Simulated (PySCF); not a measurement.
# C₇H₁₁N: NMR shifts at several levels of theory, part 2 of 2

PySCF 2.14.0. Atoms count from 0.

## 5. NMR shieldings: wB97X-D/pcSseg-2

What the job is given:

```
{"job": {"kind": "nmr", "xc": "wB97X-D", "basis": "pcSseg-2", "pop": false}, "charge": 0, "multiplicity": 1}
C      2.439254    -0.561719    -0.322178
C      1.152373     0.114678    -0.006632
C      0.914126     1.371302     0.511305
C     -0.492241     1.529065     0.627205
C     -1.082151     0.365526     0.177493
C     -2.520061    -0.005170     0.087487
N     -0.071114    -0.486140    -0.213864
C     -0.260336    -1.833807    -0.676830
H      3.273454     0.103262    -0.062354
H      2.538207    -0.808084    -1.393816
H      2.576088    -1.499720     0.242896
H      1.682062     2.097306     0.772373
H     -1.028887     2.401456     0.995876
H     -2.767169    -0.897814     0.687492
H     -2.842661    -0.207942    -0.948689
H     -3.134014     0.823848     0.463496
H     -1.211812    -1.918789    -1.218294
H     -0.270086    -2.561875     0.152898
H      0.544677    -2.113982    -1.369106
```

Method: GIAO wB97X-D/pcSseg-2 NMR shielding, non-relativistic, gas phase.

Output:

```text
coarse grid: 15488 points
cycle   1  E = -328.0685711669  dE =  1.500e+00  |g| = 3.902e-01  |ddm| = 2.984e+00
cycle   2  E = -328.0826316175  dE = -1.406e-02  |g| = 3.501e-01  |ddm| = 6.991e-01
cycle   3  E = -328.1107024612  dE = -2.807e-02  |g| = 7.275e-02  |ddm| = 3.547e-01
cycle   4  E = -328.1117452599  dE = -1.043e-03  |g| = 3.436e-02  |ddm| = 7.287e-02
cycle   5  E = -328.1120127799  dE = -2.675e-04  |g| = 4.886e-03  |ddm| = 3.079e-02
cycle   6  E = -328.1120180598  dE = -5.280e-06  |g| = 1.846e-03  |ddm| = 6.201e-03
final grid: 148544 points
cycle   7  E = -328.1218489262  dE = -3.685e-04  |g| = 7.786e-03  |ddm| = 1.232e-01
cycle   8  E = -328.1218525613  dE = -3.635e-06  |g| = 7.281e-03  |ddm| = 1.667e-02
cycle   9  E = -328.1218629555  dE = -1.039e-05  |g| = 1.295e-03  |ddm| = 4.718e-03
cycle  10  E = -328.1218632456  dE = -2.901e-07  |g| = 6.458e-04  |ddm| = 1.933e-03
cycle  11  E = -328.1218633415  dE = -9.595e-08  |g| = 1.003e-04  |ddm| = 6.456e-04
cycle  12  E = -328.1218633440  dE = -2.521e-09  |g| = 4.162e-05  |ddm| = 1.534e-04
cycle  13  E = -328.1218633446  dE = -5.382e-10  |g| = 7.634e-06  |ddm| = 7.200e-05
converged SCF energy = -328.1218633446

GIAO shielding tensors (ppm)
atom      isotropic    diamagn.    paramagn.     s11        s22        s33       span
  0 C      169.676     238.704     -69.028    160.467    164.421    184.139     23.672
  1 C       47.386     262.996    -215.610    -30.689     50.864    121.985    152.674
  2 C       68.477     253.909    -185.432    -13.026     69.092    149.365    162.391
  3 C       68.473     253.909    -185.435    -12.988     69.073    149.334    162.322
  4 C       47.399     263.006    -215.607    -30.683     50.927    121.954    152.637
  5 C      169.678     238.678     -69.000    160.473    164.438    184.124     23.650
  6 N       86.763     323.609    -236.846    -24.309    115.150    169.449    193.759
  7 C      152.959     241.278     -88.319    134.309    143.271    181.297     46.989
  8 H       29.061      28.071       0.989     23.789     28.603     34.791     11.002
  9 H       29.270      29.595      -0.324     24.802     27.578     35.432     10.630
 10 H       29.327      29.393      -0.066     24.855     27.735     35.392     10.537
 11 H       25.364      33.313      -7.949     22.701     26.075     27.315      4.614
 12 H       25.366      33.313      -7.947     22.701     26.079     27.318      4.617
 13 H       29.326      29.400      -0.074     24.858     27.719     35.400     10.542
 14 H       29.270      29.598      -0.327     24.795     27.593     35.424     10.629
 15 H       29.063      28.069       0.994     23.790     28.605     34.792     11.002
 16 H       27.901      30.324      -2.422     22.499     28.555     32.649     10.150
 17 H       28.336      29.826      -1.490     24.501     25.162     35.343     10.842
 18 H       27.906      30.316      -2.410     22.515     28.529     32.673     10.159
```

It took 82 s on 8 threads of Arm Neoverse V2, shared host.

Key values: δ C1 137.0, C2 115.9, C7 31.5, C0 14.7, H11 5.99, H16 3.31 ppm (means over like atoms).

## 6. Shielding tensors: KT2/pcSseg-2

The job, as its differences from that of step 5:

```diff
@@ -1,2 +1,2 @@
-{"job": {"kind": "nmr", "xc": "wB97X-D", "basis": "pcSseg-2", "pop": false}, "charge": 0, "multiplicity": 1}
+{"job": {"kind": "nmr", "xc": "KT2", "basis": "pcSseg-2", "pop": false}, "charge": 0, "multiplicity": 1}
 C      2.439254    -0.561719    -0.322178
```

Method: GIAO KT2/pcSseg-2 NMR shielding, non-relativistic, gas phase.

Output:

```text
coarse grid: 15488 points
cycle   1  E = -333.8661464714  dE =  9.094e-01  |g| = 6.348e-01  |ddm| = 4.087e+00
cycle   2  E = -333.6949933679  dE =  1.712e-01  |g| = 9.956e-01  |ddm| = 1.873e+00
cycle   3  E = -333.9665959388  dE = -2.716e-01  |g| = 2.355e-01  |ddm| = 1.389e+00
cycle   4  E = -333.9803956856  dE = -1.380e-02  |g| = 5.698e-02  |ddm| = 2.278e-01
cycle   5  E = -333.9810877695  dE = -6.921e-04  |g| = 2.585e-02  |ddm| = 8.537e-02
cycle   6  E = -333.9812415574  dE = -1.538e-04  |g| = 5.764e-03  |ddm| = 2.673e-02
cycle   7  E = -333.9812484174  dE = -6.860e-06  |g| = 1.301e-03  |ddm| = 5.736e-03
final grid: 148544 points
cycle   8  E = -334.0041790106  dE = -6.468e-04  |g| = 1.013e-02  |ddm| = 6.007e-01
cycle   9  E = -334.0041550891  dE =  2.392e-05  |g| = 1.296e-02  |ddm| = 2.424e-02
cycle  10  E = -334.0042005740  dE = -4.548e-05  |g| = 2.549e-03  |ddm| = 1.518e-02
cycle  11  E = -334.0042013615  dE = -7.876e-07  |g| = 1.785e-03  |ddm| = 3.234e-03
cycle  12  E = -334.0042020741  dE = -7.125e-07  |g| = 4.460e-04  |ddm| = 1.628e-03
cycle  13  E = -334.0042021224  dE = -4.829e-08  |g| = 1.163e-04  |ddm| = 4.852e-04
cycle  14  E = -334.0042021258  dE = -3.389e-09  |g| = 2.756e-05  |ddm| = 1.378e-04
cycle  15  E = -334.0042021259  dE = -1.604e-10  |g| = 9.120e-06  |ddm| = 2.891e-05
converged SCF energy = -334.0042021259

GIAO shielding tensors (ppm)
atom      isotropic    diamagn.    paramagn.     s11        s22        s33       span
  0 C      167.719     236.863     -69.145    156.929    162.597    183.630     26.702
  1 C       56.986     265.569    -208.583     -7.772     59.093    119.637    127.409
  2 C       77.112     256.352    -179.241      5.007     79.011    147.317    142.310
  3 C       77.117     256.349    -179.232      5.041     79.010    147.301    142.259
  4 C       57.013     265.574    -208.561     -7.753     59.171    119.621    127.374
  5 C      167.727     236.856     -69.129    156.939    162.622    183.622     26.683
  6 N       88.729     324.706    -235.977    -14.978    116.987    164.178    179.156
  7 C      151.415     241.243     -89.828    130.702    142.916    180.629     49.927
  8 H       28.860      27.539       1.321     23.863     28.487     34.232     10.369
  9 H       28.936      29.243      -0.307     24.580     27.092     35.136     10.555
 10 H       28.989      29.141      -0.153     24.650     27.236     35.080     10.430
 11 H       25.336      31.562      -6.226     22.901     26.266     26.842      3.941
 12 H       25.338      31.563      -6.225     22.900     26.270     26.845      3.945
 13 H       28.989      29.147      -0.158     24.653     27.221     35.092     10.439
 14 H       28.936      29.249      -0.313     24.574     27.107     35.127     10.553
 15 H       28.860      27.540       1.320     23.862     28.487     34.231     10.369
 16 H       27.597      30.203      -2.606     22.474     28.132     32.186      9.712
 17 H       28.025      29.766      -1.741     24.231     24.746     35.098     10.867
 18 H       27.602      30.194      -2.593     22.487     28.105     32.213      9.726
```

It took 43 s on 8 threads of Arm Neoverse V2, shared host.

In short: δ C1 125.3, C2 105.2, C7 30.9, C0 14.6, H11 5.84, H16 3.44 ppm (means over like atoms).

## 7. NMR shieldings: HF/pcSseg-2

The job, as its differences from that of step 6:

```diff
@@ -1,2 +1,2 @@
-{"job": {"kind": "nmr", "xc": "KT2", "basis": "pcSseg-2", "pop": false}, "charge": 0, "multiplicity": 1}
+{"job": {"kind": "nmr", "xc": "HF", "basis": "pcSseg-2", "pop": false}, "charge": 0, "multiplicity": 1}
 C      2.439254    -0.561719    -0.322178
```

Method: GIAO HF/pcSseg-2 NMR shielding, non-relativistic, gas phase.

Output:

```text
final grid: 148544 points
cycle   1  E = -325.9181046559  dE =  2.206e+00  |g| = 5.334e-01  |ddm| = 3.201e+00
cycle   2  E = -326.0004234638  dE = -8.232e-02  |g| = 2.555e-01  |ddm| = 6.407e-01
cycle   3  E = -326.0144300571  dE = -1.401e-02  |g| = 1.123e-01  |ddm| = 3.084e-01
cycle   4  E = -326.0180050374  dE = -3.575e-03  |g| = 1.614e-02  |ddm| = 1.275e-01
cycle   5  E = -326.0180824528  dE = -7.742e-05  |g| = 4.456e-03  |ddm| = 1.727e-02
cycle   6  E = -326.0180956866  dE = -1.323e-05  |g| = 1.919e-03  |ddm| = 8.869e-03
cycle   7  E = -326.0180988479  dE = -3.161e-06  |g| = 8.394e-04  |ddm| = 4.430e-03
cycle   8  E = -326.0180995787  dE = -7.308e-07  |g| = 2.977e-04  |ddm| = 2.510e-03
cycle   9  E = -326.0180996608  dE = -8.211e-08  |g| = 6.571e-05  |ddm| = 9.031e-04
cycle  10  E = -326.0180996648  dE = -4.014e-09  |g| = 2.230e-05  |ddm| = 2.044e-04
cycle  11  E = -326.0180996651  dE = -2.624e-10  |g| = 6.980e-06  |ddm| = 5.438e-05
converged SCF energy = -326.0180996651

GIAO shielding tensors (ppm)
atom      isotropic    diamagn.    paramagn.     s11        s22        s33       span
  0 C      177.231     236.377     -59.145    169.846    172.796    189.052     19.207
  1 C       52.535     261.935    -209.401    -37.935     57.675    137.865    175.800
  2 C       78.586     253.469    -174.884     -8.404     83.292    160.870    169.274
  3 C       78.599     253.468    -174.870     -8.350     83.292    160.854    169.204
  4 C       52.561     261.930    -209.369    -37.913     57.744    137.853    175.765
  5 C      177.235     236.382     -59.147    169.853    172.813    189.039     19.186
  6 N      105.931     324.044    -218.113     -8.602    131.757    194.638    203.241
  7 C      162.144     237.271     -75.127    146.532    153.191    186.709     40.177
  8 H       29.305      27.905       1.400     23.687     28.805     35.423     11.735
  9 H       29.528      29.667      -0.139     24.848     27.753     35.982     11.134
 10 H       29.597      29.518       0.080     24.913     27.927     35.952     11.039
 11 H       25.690      33.500      -7.809     22.425     26.614     28.032      5.607
 12 H       25.693      33.502      -7.809     22.425     26.618     28.036      5.611
 13 H       29.598      29.521       0.077     24.920     27.911     35.962     11.043
 14 H       29.528      29.676      -0.148     24.840     27.769     35.975     11.134
 15 H       29.306      27.909       1.397     23.688     28.806     35.423     11.735
 16 H       28.233      30.478      -2.245     22.480     28.796     33.423     10.944
 17 H       28.676      30.006      -1.330     24.747     25.327     35.954     11.208
 18 H       28.237      30.471      -2.234     22.496     28.770     33.446     10.950
```

Run time: 41 s. Hardware: 8 threads of Arm Neoverse V2, shared host.

In short: δ C1 138.9, C2 112.9, C7 29.3, C0 14.2, H11 5.99, H16 3.30 ppm (means over like atoms).

## 8. Run by run: NMR shifts

Shifts (ppm) of some atoms, chosen among heavy atoms and hydrogens apart, means over like atoms, with basis size and wall time:

```csv
run,C1,C2,C7,C0,H11,H16,N6,functions,time
PBE0/pcSseg-2,134.6,114.6,31.1,14.8,5.97,3.35,175.1,442,67 s
PBE/pcSseg-2,131.8,112.8,31.3,15.0,5.89,3.38,180.4,442,44 s
wB97X-D/pcSseg-2,137.0,115.9,31.5,14.7,5.99,3.31,173.3,442,82 s
KT2/pcSseg-2,125.3,105.2,30.9,14.6,5.84,3.44,171.4,442,43 s
HF/pcSseg-2,138.9,112.9,29.3,14.2,5.99,3.30,154.8,442,41 s
```

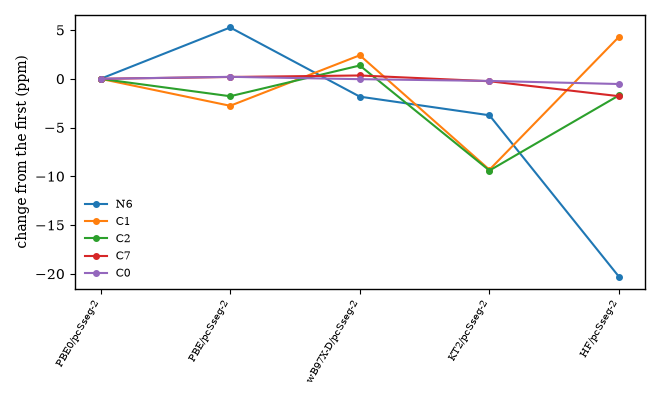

How five of the tabulated atoms move from run to run.

## 9. Results

What follows sums up all 2 parts.

| quantity | value |
| --- | --- |
| point group | Cs |
| rotational constants (main isotopes) | 3.33, 1.99, 1.28 GHz |
| 13C shifts against TMS (PBE0/pcSseg-2, means over atoms taken as alike) | 134.6, 114.6, 31.1, 14.8 ppm |
| 1H shifts against TMS (PBE0/pcSseg-2, means over atoms taken as alike) | 5.97, 3.35, 2.19 ppm |
| 15N shifts against NH3 (PBE0/pcSseg-2) | 175.1 ppm |
| range of the shift of N6 | 154.8 to 180.4 ppm |

**Reading.** Single values in the summary come from the first run of each kind that ended normally (PBE0/pcSseg-2), which need not be the best level. Over 8 steps the energy fell by 0.055 eV; of the close pairs, C2–H11 changed most, 1.072 to 1.089 Å. No frequency check was run at this level, so the end point may be a saddle. At PBE0/pcSseg-2: The widest tensor belongs to N6: span 192 ppm, with a paramagnetic part of -237 ppm. NICS(1)zz of -27 ppm above the planar ring from C1 marks a diatropic (aromatic) ring current. In ppm, N6 moves most: its shift spreads over 25.6 ppm, from 154.8 (HF/pcSseg-2) to 180.4 (PBE/pcSseg-2).
